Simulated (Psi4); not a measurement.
# AlCl (aluminium monochloride): TPSS/def2-TZVP (sweep point 7)

Aim: the vertical ionisation energy of AlCl (aluminium monochloride) at TPSS/def2-TZVP (sweep point 7), from 2 runs. The job is set up through a Python script.

The results are computed with Psi4 1.11.

4 further runs of the same task are left out: 4 set aside as unsound or not needed.

**1. The system as given**

AlCl: 2 atoms, total charge 0, spin state singlet. SMILES: `[Al][Cl]`. Geometry: the measured bond length.

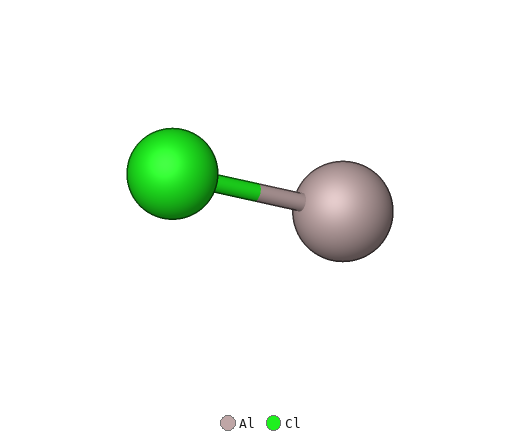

The structure, seen from a chosen angle (aluminium light grey, chlorine green).

**2. A single-point energy at TPSS/def2-TZVP (sweep point 7)**

Input file run.py:

```python
import psi4

psi4.set_memory(1600000000)
psi4.set_num_threads(1)
psi4.core.set_output_file('alcl.out', False)

geom = psi4.geometry("""
0 1
Al     0.000000     0.000000     0.000000
Cl     0.000000     0.000000     2.130113
units angstrom
symmetry c1
""")

psi4.set_options(dict(basis='def2-TZVP', reference='rks', puream=True, scf_type='pk', dft_radial_points=150, dft_spherical_points=974))

E, wfn = psi4.energy("tpss", return_wfn=True)
print('E =', round(E, 9))
for k, v in sorted(psi4.core.scalar_variables().items()):
    print(f'{k:45s} {v:18.10f}')
```

Launch:

```
$ python run.py
```

alcl.out:

```text
[...]
  Running in c1 symmetry.
[...]
  Nuclear repulsion =   54.902328448335837
[...]
  Multiplicity = 1
[...]
  Nalpha       = 15
  Nbeta        = 15
[...]
    Number of basis functions: 74
[...]
   @RKS iter   1:  -702.67509085741972   -2.47379e-01   5.99737e-03 ADIIS/DIIS
[...]
   @RKS iter   8:  -702.73845471928894   -1.89812e-09   1.25550e-07 DIIS
[...]
    Orbital Energies [Eh]
    ---------------------
    Doubly Occupied:
       1A   -100.971360     2A    -55.648850     3A     -9.223568
       4A     -6.997054     5A     -6.995617     6A     -6.995617
       7A     -4.009856     8A     -2.580249     9A     -2.580249
      10A     -2.575291    11A     -0.745900    12A     -0.370174
      13A     -0.296233    14A     -0.296233    15A     -0.224396
[...]
  @RKS Final Energy:  -702.73845471928894
   => Energetics <=
    Nuclear Repulsion Energy =             54.9023284483358367
    One-Electron Energy =               -1082.3170398794261473
    Two-Electron Energy =                 371.6029986070506652
    DFT Exchange-Correlation Energy =     -46.9267418952492363
    Empirical Dispersion Energy =           0.0000000000000000
    VV10 Nonlocal Energy =                  0.0000000000000000
    Total Energy =                       -702.7384547192889386
[...]
 Multipole Moments:
 ------------------------------------------------------------------------------------
     Multipole            Electronic (a.u.)      Nuclear  (a.u.)        Total (a.u.)
 ------------------------------------------------------------------------------------
 L = 1.  Multiply by 2.5417464519 to convert [e a0] to [Debye]
 Dipole X            :         -0.0000000            0.0000000           -0.0000000
 Dipole Y            :         -0.0000000            0.0000000           -0.0000000
 Dipole Z            :         -0.7520225            0.2658241           -0.4861984
 Magnitude           :                                                    0.4861984
[...]
```

Standard output:

```text
E = -702.738454719
CURRENT ENERGY                                   -702.7384547193
CURRENT REFERENCE ENERGY                         -702.7384547193
DD SOLVATION ENERGY                                 0.0000000000
DFT FUNCTIONAL TOTAL ENERGY                      -702.7384547193
DFT TOTAL ENERGY                                 -702.7384547193
DFT VV10 ENERGY                                     0.0000000000
DFT XC ENERGY                                     -46.9267418952
GRID ELECTRONS ALPHA                               15.0000000089
GRID ELECTRONS BETA                                15.0000000089
GRID ELECTRONS TOTAL                               30.0000000177
NUCLEAR REPULSION ENERGY                           54.9023284483
ONE-ELECTRON ENERGY                             -1082.3170398794
PCM POLARIZATION ENERGY                             0.0000000000
PE ENERGY                                           0.0000000000
SCF ITERATION ENERGY                             -702.7384547193
SCF ITERATIONS                                      8.0000000000
SCF TOTAL ENERGY                                 -702.7384547193
TWO-ELECTRON ENERGY                               371.6029986071
XC GRID RADIAL POINTS                             150.0000000000
XC GRID SPHERICAL POINTS                          974.0000000000
XC GRID TOTAL POINTS                           272426.0000000000
```

Run time: 26 s. Hardware: 1 thread of AMD EPYC 7R43 (Zen 3), shared host; peak memory 0.86 GiB.

**3. The doublet cation at the same level**

Input file run.py:

```python
import psi4

psi4.set_memory(1600000000)
psi4.set_num_threads(1)
psi4.core.set_output_file('alcl.out', False)

m = psi4.geometry("""
1 2
Al     0.000000     0.000000     0.000000
Cl     0.000000     0.000000     2.130113
symmetry c1
""")

psi4.set_options({
    'basis': 'def2-TZVP',
    'reference': 'uks',
    'puream': True,
    'scf_type': 'pk',
    'dft_radial_points': 150,
    'dft_spherical_points': 974,
    'maxiter': 150,
})

energy_value = psi4.energy('tpss', molecule=m)
print(f'tpss energy: {energy_value:.10f} Eh')
for k, v in sorted(psi4.core.scalar_variables().items()):
    print(f'{k:45s} {v:18.10f}')
```

Launch:

```
$ python run.py
```

alcl.out:

```text
[...]
  Running in c1 symmetry.
[...]
  Nuclear repulsion =   54.902328448335837
[...]
  Multiplicity = 2
[...]
  Nalpha       = 15
  Nbeta        = 14
[...]
    Number of basis functions: 74
[...]
   @UKS iter   1:  -702.34876524579579    7.89465e-02   5.25036e-03 ADIIS/DIIS
[...]
   @UKS iter   9:  -702.40419169062363   -1.50757e-07   7.72577e-07 DIIS
[...]
   @S^2 Observed:                7.525402111E-01
[...]
    Orbital Energies [Eh]
    ---------------------
    Alpha Occupied:
       1A   -101.227152     2A    -55.981744     3A     -9.475831
       4A     -7.254520     5A     -7.246226     6A     -7.246226
       7A     -4.337529     8A     -2.908174     9A     -2.908174
      10A     -2.903485    11A     -0.988849    12A     -0.626396
      13A     -0.525564    14A     -0.525564    15A     -0.509604
    Alpha Virtual:
      16A     -0.336439    17A     -0.336439    18A     -0.238228
      19A     -0.103757    20A     -0.099674    21A     -0.099673
      22A     -0.087429    23A     -0.087429    24A     -0.050334
      25A     -0.025223    26A     -0.025222    27A     -0.001489
[...]
  @UKS Final Energy:  -702.40419169062363
   => Energetics <=
    Nuclear Repulsion Energy =             54.9023284483358367
    One-Electron Energy =               -1074.0860865490599281
    Two-Electron Energy =                 363.4532235495812529
    DFT Exchange-Correlation Energy =     -46.6736571394808166
    Empirical Dispersion Energy =           0.0000000000000000
    VV10 Nonlocal Energy =                  0.0000000000000000
    Total Energy =                       -702.4041916906236338
[...]
 Multipole Moments:
 ------------------------------------------------------------------------------------
     Multipole            Electronic (a.u.)      Nuclear  (a.u.)        Total (a.u.)
 ------------------------------------------------------------------------------------
 L = 1.  Multiply by 2.5417464519 to convert [e a0] to [Debye]
 Dipole X            :         -0.0000000            0.0000000           -0.0000000
 Dipole Y            :         -0.0000000            0.0000000           -0.0000000
 Dipole Z            :         -2.5686852            0.2658241           -2.3028611
 Magnitude           :                                                    2.3028611
[...]
```

Standard output:

```text
tpss energy: -702.4041916906 Eh
CURRENT ENERGY                                   -702.4041916906
CURRENT REFERENCE ENERGY                         -702.4041916906
DD SOLVATION ENERGY                                 0.0000000000
DFT FUNCTIONAL TOTAL ENERGY                      -702.4041916906
DFT TOTAL ENERGY                                 -702.4041916906
DFT VV10 ENERGY                                     0.0000000000
DFT XC ENERGY                                     -46.6736571395
GRID ELECTRONS ALPHA                               15.0000000090
GRID ELECTRONS BETA                                14.0000000090
GRID ELECTRONS TOTAL                               29.0000000180
NUCLEAR REPULSION ENERGY                           54.9023284483
ONE-ELECTRON ENERGY                             -1074.0860865491
PCM POLARIZATION ENERGY                             0.0000000000
PE ENERGY                                           0.0000000000
SCF ITERATION ENERGY                             -702.4041916906
SCF ITERATIONS                                      9.0000000000
SCF TOTAL ENERGY                                 -702.4041916906
TWO-ELECTRON ENERGY                               363.4532235496
XC GRID RADIAL POINTS                             150.0000000000
XC GRID SPHERICAL POINTS                          974.0000000000
XC GRID TOTAL POINTS                           272426.0000000000
```

It took 51 s on 1 thread of AMD EPYC 7R43 (Zen 3), shared host; peak memory 0.86 GiB.

**4. Summary of results**

At TPSS/def2-TZVP (sweep point 7):

| quantity | value |
| --- | --- |
| singlet AlCl: total energy | -702.73845 Eh |
| singlet AlCl: dipole moment | 1.24 D |
| singlet AlCl: HOMO energy | -6.11 eV |
| singlet AlCl: LUMO energy | -2.28 eV |
| singlet AlCl: HOMO–LUMO gap | 3.83 eV |
| doublet cation: total energy | -702.40419 Eh |
| doublet cation: HOMO energy (highest over α and β) | -13.87 eV |
| doublet cation: LUMO energy (lowest over α and β) | -12.32 eV |
| doublet cation: ⟨S²⟩ | 0.753 |
| vertical ionisation energy (to the doublet cation) | 9.096 eV |

In words: The vertical ionisation energy comes to 9.10 eV (878 kJ/mol). −ε(HOMO) before ionisation, 6.11 eV, is 2.99 eV below this ionisation energy.
